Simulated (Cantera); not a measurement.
Input: 1 mol AlCl3, 3.7 mol N2, 2.4 mol H2, 4 mol NH3, held at 0.0100 bar.

Method: chemical equilibrium by Gibbs-energy minimisation in Cantera with the NASA 1993 tables (ideal gas, pure condensed phases). Candidate condensed phases: Al, AlCl3, AlN, NH4Cl; 20 gas species. The tables' values for AlCl2 are old estimates; treat these amounts as uncertain. Rates play no part.

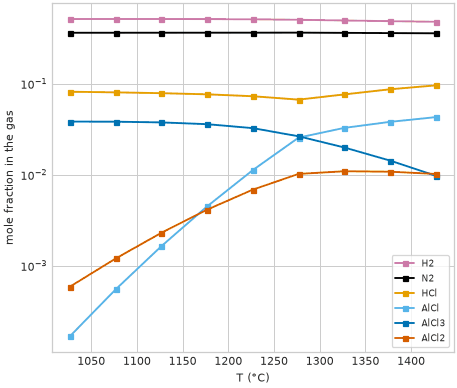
Equilibrium gas composition (values under 1e-9 drawn at 1e-9)

From 1027 °C to 1277 °C the condensed part is AlN(s). From 1327 °C to 1427 °C nothing is condensed. The main Al-bearing gas is AlCl3 at 1027 °C and AlCl at 1427 °C.
